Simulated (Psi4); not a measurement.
**CH6ClSi2 (SMILES C[Si]([SiH3])Cl): UMP2/heavy-aug-cc-pVDZ (density fitting, density fitting for correlation, sweep point 3)**

Aim: the vertical ionisation energy of CH6ClSi2 at UMP2/heavy-aug-cc-pVDZ (density fitting, density fitting for correlation, sweep point 3), from 2 runs. 

Program for the calculation: Psi4 1.11.

## Step 1: The molecule

The species is CH6ClSi2 (10 atoms), meant as a doublet with charge 0. As SMILES, `C[Si]([SiH3])Cl`. The coordinates come from a PBE0-D4/def2-TZVP relaxation.

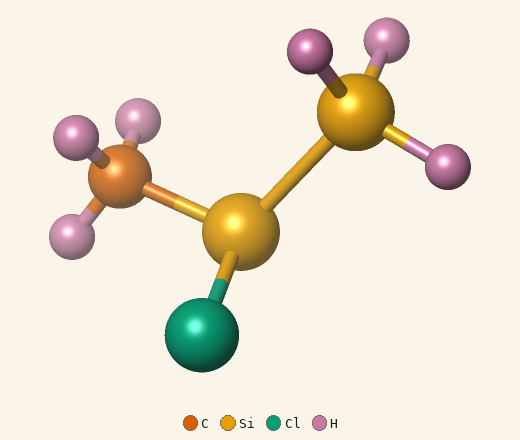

The structure, seen from a chosen angle (carbon orange, silicon amber, chlorine teal, hydrogen pink).

## Step 2: A single-point energy at UMP2/heavy-aug-cc-pVDZ (density fitting, density fitting for correlation, sweep point 3)

The input, run.py:

```python
import psi4

psi4.set_memory('1600 MB')
psi4.set_num_threads(1)
psi4.set_output_file('run.log', False)

m = psi4.geometry("""
0 2
C     -0.817600     1.375900    -0.759000
Si    -0.393400    -0.447400    -0.745400
Si     1.253500    -1.073900     0.791400
Cl    -2.123100    -1.512600    -0.330000
H      0.078700     1.966200    -0.965000
H     -1.223500     1.680800     0.209700
H     -1.561600     1.592100    -1.528300
H      1.490500    -2.535600     0.676400
H      0.871400    -0.750900     2.195100
H      2.508200    -0.345800     0.457800
symmetry c1
""")

psi4.set_options({
    'basis': 'heavy-aug-cc-pVDZ',
    'reference': 'uhf',
    'puream': True,
    'scf_type': 'df',
    'num_frozen_docc': 16,
    'maxiter': 100,
})

energy_value, wavefunction = psi4.energy('mp2', molecule=m, return_wfn=True)
print(f'total energy {energy_value:.8f} hartree = {energy_value * 27.211386:.5f} eV')
```

Started as:

```bash
$ python run.py
```

run.log:

```text
[...]
  Running in c1 symmetry.
[...]
  Nuclear repulsion =  257.389575034731365
[...]
  Multiplicity = 2
[...]
  Nalpha       = 29
  Nbeta        = 28
[...]
    Number of basis functions: 134
[...]
   @DF-UHF iter   1: -1078.64781231966663   -5.97958e-01   2.75524e-03 ADIIS/DIIS
[...]
   @DF-UHF iter  14: -1078.75798813774827   -1.09139e-11   5.39626e-09 DIIS
[...]
   @S^2 Observed:                7.570282492E-01
[...]
    Orbital Energies [Eh]
    ---------------------
    Alpha Occupied:
       1A   -104.822509     2A    -68.825017     3A    -68.787951
       4A    -11.234521     5A    -10.550609     6A     -8.018030
       7A     -8.015918     8A     -8.015065     9A     -6.171178
      10A     -6.137711    11A     -4.282159    12A     -4.274557
      13A     -4.272767    14A     -4.244009    15A     -4.243366
      16A     -4.243026    17A     -1.096187    18A     -0.965882
      19A     -0.750658    20A     -0.653784    21A     -0.581070
      22A     -0.578694    23A     -0.513245    24A     -0.497766
      25A     -0.489237    26A     -0.480240    27A     -0.474716
      28A     -0.410654    29A     -0.317160
    Alpha Virtual:
[...]
  @DF-UHF Final Energy: -1078.75798813774827
   => Energetics <=
    Nuclear Repulsion Energy =            257.3895750347313651
    One-Electron Energy =               -2004.8882038203655611
    Two-Electron Energy =                 668.7406406478856979
    Total Energy =                      -1078.7579881377482707
  UHF NO Occupations:
  HONO-2 :   27  A 1.9997004
  HONO-1 :   28  A 1.9972195
[...]
 Multipole Moments:
 ------------------------------------------------------------------------------------
     Multipole            Electronic (a.u.)      Nuclear  (a.u.)        Total (a.u.)
 ------------------------------------------------------------------------------------
 L = 1.  Multiply by 2.5417464519 to convert [e a0] to [Debye]
 Dipole X            :         -6.0550920            6.5122383            0.4571463
 Dipole Y            :         -5.5836880            6.2305692            0.6468811
 Dipole Z            :         -2.1438814            2.0819092           -0.0619722
 Magnitude           :                                                    0.7945303
[...]
```

Standard output:

```text
total energy -1079.24163550 hartree = -29367.66073 eV
```

Wall time 6.6 s (1 thread of AMD EPYC 7R43 (Zen 3), shared host); peak memory 0.32 GiB.

## Step 3: The singlet cation

The input, calc.py:

```python
import psi4

psi4.set_memory('1600 MB')
psi4.set_num_threads(1)
psi4.core.set_output_file('output.dat', False)

molecule = psi4.geometry("""
1 1
C     -0.817600     1.375900    -0.759000
Si    -0.393400    -0.447400    -0.745400
Si     1.253500    -1.073900     0.791400
Cl    -2.123100    -1.512600    -0.330000
H      0.078700     1.966200    -0.965000
H     -1.223500     1.680800     0.209700
H     -1.561600     1.592100    -1.528300
H      1.490500    -2.535600     0.676400
H      0.871400    -0.750900     2.195100
H      2.508200    -0.345800     0.457800
symmetry c1
""")

psi4.set_options(dict(reference='rhf', puream=True, scf_type='df', num_frozen_docc=16))

energy_value = psi4.energy("mp2/heavy-aug-cc-pVDZ", molecule=molecule)
print('E =', round(energy_value, 9))
for k, v in sorted(psi4.core.scalar_variables().items()):
    print(f'{k:45s} {v:18.10f}')
```

Started as:

```bash
$ python calc.py
```

output.dat:

```text
[...]
  Running in c1 symmetry.
[...]
  Nuclear repulsion =  257.389575034731365
[...]
  Multiplicity = 1
[...]
  Nalpha       = 28
  Nbeta        = 28
[...]
    Number of basis functions: 134
[...]
   @DF-RHF iter   1: -1078.36053919662322   -3.10685e-01   2.82521e-03 DIIS/ADIIS
[...]
   @DF-RHF iter  13: -1078.47975045525482   -7.27596e-12   2.78221e-09 DIIS
[...]
    Orbital Energies [Eh]
    ---------------------
    Doubly Occupied:
       1A   -105.037029     2A    -69.098908     3A    -68.981517
       4A    -11.431401     5A    -10.762746     6A     -8.229714
       7A     -8.227347     8A     -8.226764     9A     -6.438952
      10A     -6.330738    11A     -4.544346    12A     -4.542559
      13A     -4.541071    14A     -4.437181    15A     -4.435904
      16A     -4.435867    17A     -1.297519    18A     -1.158166
      19A     -0.936593    20A     -0.838458    21A     -0.767770
      22A     -0.763932    23A     -0.709504    24A     -0.678622
      25A     -0.673787    26A     -0.657970    27A     -0.655681
      28A     -0.606856
[...]
  @DF-RHF Final Energy: -1078.47975045525482
   => Energetics <=
    Nuclear Repulsion Energy =            257.3895750347313651
    One-Electron Energy =               -1992.8448486197501097
    Two-Electron Energy =                 656.9755231297639284
    Total Energy =                      -1078.4797504552548162
[...]
 Multipole Moments:
 ------------------------------------------------------------------------------------
     Multipole            Electronic (a.u.)      Nuclear  (a.u.)        Total (a.u.)
 ------------------------------------------------------------------------------------
 L = 1.  Multiply by 2.5417464519 to convert [e a0] to [Debye]
 Dipole X            :         -5.5736402            6.5122383            0.9385981
 Dipole Y            :         -5.3020591            6.2305692            0.9285101
 Dipole Z            :         -2.7305348            2.0819092           -0.6486256
 Magnitude           :                                                    1.4709903
[...]
```

On the terminal:

```text
E = -1078.959343722
CURRENT CORRELATION ENERGY                         -0.4795932670
CURRENT ENERGY                                  -1078.9593437222
CURRENT REFERENCE ENERGY                        -1078.4797504553
CUSTOM SCS-MP2 CORRELATION ENERGY                  -0.4840895474
CUSTOM SCS-MP2 TOTAL ENERGY                     -1078.9638400026
DD SOLVATION ENERGY                                 0.0000000000
HF KINETIC ENERGY                                1078.2828502026
HF POTENTIAL ENERGY                             -2156.7626006578
HF TOTAL ENERGY                                 -1078.4797504553
HF VIRIAL RATIO                                     2.0001826054
MP2 CORRELATION ENERGY                             -0.4795932670
MP2 DOUBLES ENERGY                                 -0.4795932670
MP2 OPPOSITE-SPIN CORRELATION ENERGY               -0.3741059135
MP2 SAME-SPIN CORRELATION ENERGY                   -0.1054873535
MP2 SINGLES ENERGY                                 -0.0000000000
MP2 TOTAL ENERGY                                -1078.9593437222
NUCLEAR REPULSION ENERGY                          257.3895750347
ONE-ELECTRON ENERGY                             -1992.8448486198
PCM POLARIZATION ENERGY                             0.0000000000
PE ENERGY                                           0.0000000000
SCF ITERATION ENERGY                            -1078.4797504553
SCF ITERATIONS                                     13.0000000000
SCF TOTAL ENERGY                                -1078.4797504553
SCS-MP2 CORRELATION ENERGY                         -0.4840895474
SCS-MP2 TOTAL ENERGY                            -1078.9638400026
TWO-ELECTRON ENERGY                               656.9755231298
```

Wall time 5.4 s (1 thread of AMD EPYC 7R43 (Zen 3), shared host); peak memory 0.32 GiB.

## Step 4: Summary of results

At UMP2/heavy-aug-cc-pVDZ (density fitting, density fitting for correlation, sweep point 3), 16 core orbitals frozen:

| quantity | value |
| --- | --- |
| doublet CH6ClSi2: total energy | -1079.24164 Eh |
| doublet CH6ClSi2: HOMO energy (Hartree–Fock orbitals) (highest over α and β) | -8.63 eV |
| doublet CH6ClSi2: LUMO energy (Hartree–Fock orbitals) (lowest over α and β) | 0.74 eV |
| doublet CH6ClSi2: correlation energy (16 core orbitals frozen) | -483.6 mEh |
| doublet CH6ClSi2: ⟨S²⟩ of the reference determinant | 0.757 |
| singlet cation: total energy | -1078.95934 Eh |
| singlet cation: HOMO energy (Hartree–Fock orbitals) | -16.51 eV |
| singlet cation: LUMO energy (Hartree–Fock orbitals) | -6.45 eV |
| singlet cation: HOMO–LUMO gap (Hartree–Fock orbitals) | 10.06 eV |
| singlet cation: correlation energy (16 core orbitals frozen) | -479.6 mEh |
| vertical ionisation energy (to the singlet cation) | 7.682 eV |

**Reading.** Removing an electron at fixed nuclei costs 7.68 eV (177 kcal/mol). Only the singlet of the ionised species was computed; a triplet could lie lower.
